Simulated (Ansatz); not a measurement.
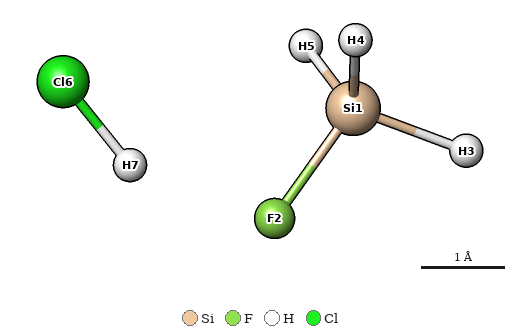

Fig. 1: The input geometry (ball-and-stick view, seen at a tilt; atoms are numbered from 1 in the order of the input). Bond lengths as drawn: Cl–H 1.31 Å, F–Si 1.66 Å and H–Si 1.50 Å.

## Nudged elastic band, with input and output: SiH4ClF

The run: nudged elastic band of SiH4ClF. Method and program: RKS PBE-D4/def2-SVP (Ansatz 0.2.0).

One setting was made poor on purpose. It belongs to a series of runs on one base structure; here: band between the two ends. Figures and captions count atoms from 1; the log counts them from 0 in places.

**Output**
```
Engine: ansatz 0.2.0, aarch64-unknown-linux-gnu
Functional definition: PBE
  parameter kappa = 0.804
  parameter beta = 0.06672455060314922
  exchange = pbe_x(kappa = kappa, mu = beta*pi^2/3)
  correlation = pbe_c(beta = beta)
771 factors; their error is unknown
mean field evaluation 1: about -23161.4027 eV, gradient 2.9e1 eV
mean field evaluation 2: about -23158.4638 eV, gradient 5.4e1 eV
mean field evaluation 4: about -23162.8726 eV, gradient 1.4e0 eV
mean field evaluation 8: about -23162.8219 eV, gradient 2.5e-2 eV
mean field -23162.82186476 eV, -851.2180032052 hartree, gradient 2.0e-5 eV, S^2 0.000000; 0 other end points of the search recorded, 0 dependent functions left out
the calculation of the forces begins
reference -23162.82189513 eV, -851.2180043216 hartree; 22, 22 occupied and 48, 48 virtual orbitals, 771 factors
771 factors; their error is unknown
mean field evaluation 16: about -23158.1903 eV, gradient 5.4e1 eV
mean field -23162.44418443 eV, -851.2041237094 hartree, gradient 1.7e-5 eV, S^2 0.000000; 0 other end points of the search recorded, 0 dependent functions left out
[... from here on the field's lines of each further geometry are left out, up to the last ...]
NEB iter   1: max|band force component| = 5.004e0 eV/Å  barrier→ = 2.1152 eV  barrier← = 1.7445 eV  Δτ_max = 0.2000 Å  (161 SCF iters)
NEB iter   2: max|band force component| = 1.817e0 eV/Å  barrier→ = 1.2672 eV  barrier← = 0.8966 eV  Δτ_max = 0.2000 Å  (136 SCF iters)
NEB iter   3: max|band force component| = 8.609e-1 eV/Å  barrier→ = 1.1270 eV  barrier← = 0.7564 eV  Δτ_max = 0.1538 Å  (132 SCF iters)
NEB iter   4: max|band force component| = 7.252e-1 eV/Å  barrier→ = 1.2770 eV  barrier← = 0.9064 eV  Δτ_max = 0.0514 Å  (131 SCF iters)
NEB iter   5: max|band force component| = 5.802e-1 eV/Å  barrier→ = 1.2298 eV  barrier← = 0.8592 eV  Δτ_max = 0.0852 Å  (132 SCF iters)
the calculation of the forces begins
reference -23162.28886982 eV, -851.1984160025 hartree; 22, 22 occupied and 48, 48 virtual orbitals, 771 factors
771 factors; their error is unknown
mean field evaluation 352: about -23161.6107 eV, gradient 1.4e-1 eV
mean field -23161.61071605 eV, -851.1734943114 hartree, gradient 8.8e-6 eV, S^2 0.000000; 1 other end points of the search recorded, 0 dependent functions left out
the calculation of the forces begins
reference -23161.61074453 eV, -851.1734953578 hartree; 22, 22 occupied and 48, 48 virtual orbitals, 771 factors
NEB iter   6: max|band force component| = 3.750e-1 eV/Å  barrier→ = 1.1937 eV  barrier← = 0.8230 eV  CI = image 3  Δτ_max = 0.0000 Å  (255 SCF iters)
```

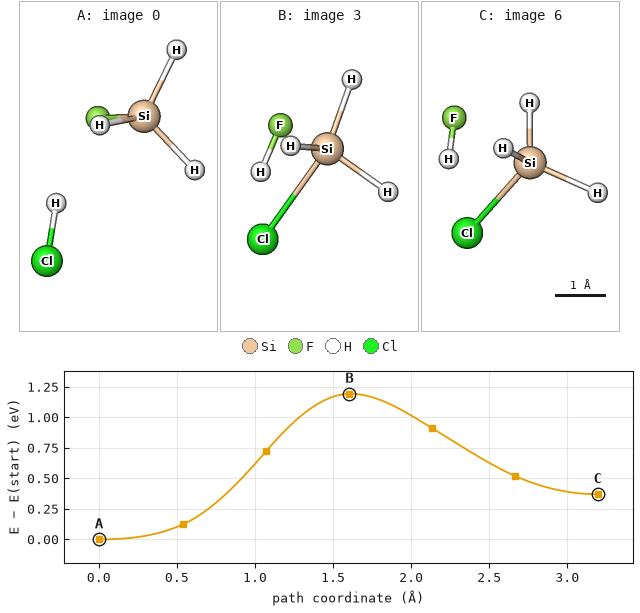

Fig. 2: Images of the last band (counted from 0; ball-and-stick, seen at a tilt) above the energy along the path; the line is a cubic interpolation that uses the forces. The highest image is number 3, 1.194 eV above the start and 0.823 eV above the end (the climbing image); the end lies 0.371 eV above the start. The path is 3.19 Å long. The band converged in 6 iterations.

```
Total energy: -23161.72774711 eV, -851.1777951233 hartree
Atom 0 at    -0.235390    -0.000036    -0.100831 Å, force    -0.044866    -0.000137    -0.383319 eV/Å
Atom 1 at     0.013468     0.000381     1.939494 Å, force     0.344288     0.000273     0.027192 eV/Å
Atom 2 at     1.266759    -0.000268     0.025371 Å, force     0.005739    -0.000066    -0.034147 eV/Å
Atom 3 at    -0.579039     1.274313    -0.825908 Å, force     0.111665    -0.104488     0.036860 eV/Å
Atom 4 at    -0.579099    -1.273961    -0.826665 Å, force     0.111624     0.104593     0.036754 eV/Å
Atom 5 at    -2.349465    -0.000558     0.913676 Å, force    -0.201179    -0.000171     0.019749 eV/Å
Atom 6 at    -1.008434     0.000129     1.971464 Å, force    -0.327272    -0.000006     0.296911 eV/Å
Dipole moment:     0.150600     0.000091    -0.001265 e Å
this run last wrote the band of iteration 6 to [file]
```

**The last band as extended XYZ (Å, eV, eV/Å)**
```
7
Properties=species:S:1:pos:R:3:forces:R:3 image=0 energy=-23162.92138
Si    0.2539    0.0001   -0.1211    0.0129   0.0000  -0.0055
F     0.1062    0.0000    1.5325   -0.0026   0.0000  -0.0010
H     1.7231    0.0002   -0.4187    0.0010  -0.0001   0.0020
H    -0.3934    1.2406   -0.6531   -0.0048   0.0028   0.0027
H    -0.3932   -1.2406   -0.6531   -0.0047  -0.0028   0.0025
Cl   -3.0007    0.0001    1.4900    0.0095  -0.0001   0.0068
H    -1.7670   -0.0004    1.9200   -0.0114   0.0002  -0.0075
7
Properties=species:S:1:pos:R:3:forces:R:3 image=1 energy=-23162.79869
Si    0.1218    0.0001   -0.0666    0.2063   0.0000  -0.0034
F     0.1054    0.0001    1.6131    0.0416  -0.0001  -0.1348
H     1.5909    0.0000   -0.2999    0.2080   0.0001  -0.2401
H    -0.5139    1.2365   -0.6245    0.0510   0.0004   0.1180
H    -0.5140   -1.2363   -0.6246    0.0510  -0.0004   0.1182
Cl   -2.7115   -0.0004    1.2338   -0.2773   0.0001   0.1721
H    -1.5500    0.0000    1.8654   -0.2806  -0.0001  -0.0300
7
Properties=species:S:1:pos:R:3:forces:R:3 image=2 energy=-23162.19752
Si   -0.0582    0.0000   -0.0411    0.4765   0.0001   0.0640
F     0.0706    0.0003    1.7293    0.0375  -0.0003  -0.6227
H     1.4194   -0.0002   -0.0986    0.4999   0.0002  -0.3999
H    -0.5649    1.2443   -0.7264    0.0822  -0.0903   0.3376
H    -0.5650   -1.2440   -0.7269    0.0822   0.0904   0.3381
Cl   -2.4675   -0.0005    1.0835   -0.4187   0.0002   0.5479
H    -1.3057    0.0000    1.8768   -0.7596  -0.0003  -0.2650
7
Properties=species:S:1:pos:R:3:forces:R:3 image=3 energy=-23161.72772
Si   -0.2354    0.0000   -0.1008   -0.0449  -0.0001  -0.3833
F     0.0135    0.0004    1.9395    0.3443   0.0003   0.0272
H     1.2668   -0.0003    0.0254    0.0057  -0.0001  -0.0341
H    -0.5790    1.2743   -0.8259    0.1117  -0.1045   0.0369
H    -0.5791   -1.2740   -0.8267    0.1116   0.1046   0.0368
Cl   -2.3495   -0.0006    0.9137   -0.2012  -0.0002   0.0197
H    -1.0084    0.0001    1.9715   -0.3273   0.0000   0.2969
7
Properties=species:S:1:pos:R:3:forces:R:3 image=4 energy=-23162.00960
Si   -0.3305   -0.0001   -0.2503   -0.0608  -0.0001  -0.2939
F     0.0212    0.0004    2.2376    0.0027   0.0004   0.4191
H     1.1214   -0.0003    0.1658   -0.3177  -0.0003   0.1402
H    -0.5392    1.2735   -1.0026    0.0280  -0.0140  -0.2293
H    -0.5392   -1.2731   -1.0036    0.0279   0.0141  -0.2298
Cl   -2.2651   -0.0006    0.7905    0.1044  -0.0003  -0.0994
H    -0.9398    0.0001    2.1592    0.2155   0.0002   0.2931
7
Properties=species:S:1:pos:R:3:forces:R:3 image=5 energy=-23162.40052
Si   -0.3783   -0.0001   -0.3996   -0.0763   0.0000  -0.1770
F     0.0329    0.0005    2.5429    0.0349   0.0003   0.3162
H     0.9309   -0.0004    0.3241   -0.2238  -0.0002   0.1296
H    -0.4933    1.2602   -1.1936    0.0259  -0.0254  -0.1952
H    -0.4934   -1.2597   -1.1946    0.0259   0.0256  -0.1955
Cl   -2.1895   -0.0005    0.7261    0.0919  -0.0002  -0.0353
H    -0.8806    0.0001    2.2914    0.1214   0.0001   0.1572
7
Properties=species:S:1:pos:R:3:forces:R:3 image=6 energy=-23162.55077
Si   -0.4113   -0.0001   -0.5308    0.0009   0.0000  -0.0014
F     0.0324    0.0006    2.8811    0.0008   0.0000   0.0008
H     0.7585   -0.0004    0.3975    0.0003   0.0000  -0.0001
H    -0.4476    1.2310   -1.3843   -0.0003  -0.0001   0.0006
H    -0.4476   -1.2306   -1.3851   -0.0004   0.0001   0.0005
Cl   -2.1493   -0.0004    0.6644   -0.0008  -0.0001  -0.0003
H    -0.8063   -0.0001    2.4538   -0.0006   0.0001  -0.0001
```

This output came from the following input.

**Input**
```yaml
crystal:
  periodic: [false, false, false]
  atoms:
    - { symbol: Si, position_ang: [0.253856, 6.7e-05, -0.121125] }
    - { symbol: F, position_ang: [0.106203, -2.9e-05, 1.532457] }
    - { symbol: H, position_ang: [1.72308, 0.000224, -0.418675] }
    - { symbol: H, position_ang: [-0.393431, 1.240648, -0.653066] }
    - { symbol: H, position_ang: [-0.39323, -1.240618, -0.65307] }
    - { symbol: Cl, position_ang: [-3.000659, 6.3e-05, 1.490048] }
    - { symbol: H, position_ang: [-1.767018, -0.000355, 1.920032] }
basis:
  gaussian: { orbitals: def2-SVP }
hamiltonian:
  xc: pbe
  dispersion: d4
neb:
  order_check: false
  images: 5
  f_tol: 0.5
  max_iterations: 60
  final_atoms:
    - { symbol: Si, position_ang: [-0.41132041, -7.898e-05, -0.53078235] }
    - { symbol: F, position_ang: [0.03244724, 0.00062681, 2.88111723] }
    - { symbol: H, position_ang: [0.75851656, -0.000438, 0.39749298] }
    - { symbol: H, position_ang: [-0.44758792, 1.23096665, -1.38430265] }
    - { symbol: H, position_ang: [-0.44762981, -1.23056434, -1.38510975] }
    - { symbol: Cl, position_ang: [-2.14932334, -0.00043744, 0.66442792] }
    - { symbol: H, position_ang: [-0.80630133, -7.47e-05, 2.45375761] }
  initial_path:
    images:
      - { positions_ang: [[0.253856, 6.7e-05, -0.121125], [0.106203, -2.9e-05, 1.532457], [1.72308, 0.000224, -0.418675], [-0.393431, 1.240648, -0.653066], [-0.39323, -1.240618, -0.65307], [-3.000659, 6.3e-05, 1.490048], [-1.767018, -0.000355, 1.920032]] }
      - { positions_ang: [[0.17310867, 6.065e-05, -0.07629215], [0.05743847, -4.317e-05, 1.67253281], [1.61568102, 0.00019447, -0.42443649], [-0.48326576, 1.22424839, -0.59901406], [-0.48309729, -1.22419561, -0.59906474], [-2.7717685, 1.014e-05, 1.23264607], [-1.57929562, -0.00027488, 1.89022956]] }
      - { positions_ang: [[0.09236134, 5.431e-05, -0.03145929], [0.00867395, -5.734e-05, 1.81260861], [1.50828204, 0.00016495, -0.43019797], [-0.57310052, 1.20784878, -0.54496213], [-0.57296457, -1.20777322, -0.54505948], [-2.54287799, -4.271e-05, 0.97524414], [-1.39157324, -0.00019476, 1.86042713]] }
      - { positions_ang: [[0.01161401, 4.796e-05, 0.01337356], [-0.04009058, -7.151e-05, 1.95268442], [1.40088307, 0.00013542, -0.43595946], [-0.66293529, 1.19144917, -0.49091019], [-0.66283186, -1.19135083, -0.49105423], [-2.31398749, -9.557e-05, 0.71784221], [-1.20385086, -0.00011465, 1.83062469]] }
      - { positions_ang: [[-0.12936413, 5.65e-06, -0.16801174], [-0.01591131, 0.00016126, 2.26216202], [1.1867609, -5.572e-05, -0.15814198], [-0.59115283, 1.20462166, -0.78870768], [-0.59109784, -1.204422, -0.78907273], [-2.25909944, -0.00020953, 0.70003745], [-1.07133435, -0.00010133, 2.03833567]] }
      - { positions_ang: [[-0.27034227, -3.667e-05, -0.34939704], [0.00826797, 0.00039404, 2.57163963], [0.97263873, -0.00024686, 0.1196755], [-0.51937038, 1.21779415, -1.08650517], [-0.51936382, -1.21749317, -1.08709124], [-2.20421139, -0.00032348, 0.68223268], [-0.93881784, -8.801e-05, 2.24604664]] }
      - { positions_ang: [[-0.41132041, -7.898e-05, -0.53078235], [0.03244724, 0.00062681, 2.88111723], [0.75851656, -0.000438, 0.39749298], [-0.44758792, 1.23096665, -1.38430265], [-0.44762981, -1.23056434, -1.38510975], [-2.14932334, -0.00043744, 0.66442792], [-0.80630133, -7.47e-05, 2.45375761]] }
```

Launched with:
```bash
ansatz run input.yaml --threads 2 --pin off --max-ram 3072MiB --backend cpu --events-out ev --progress --plain --runs-dir out
```

**Results in brief**

| quantity | value |
| --- | --- |
| outcome | converged |
| barrier, forward | 1.194 eV |
| barrier, backward | 0.823 eV |
| hardware | 2 threads of Arm Neoverse V1, 24 GiB of memory available, shared host |
| wall time | 28 s (CPU time 54 s) |
| peak memory | 0.13 GiB |

A deliberately poor setting: loose force. The order of the saddle point was not checked.
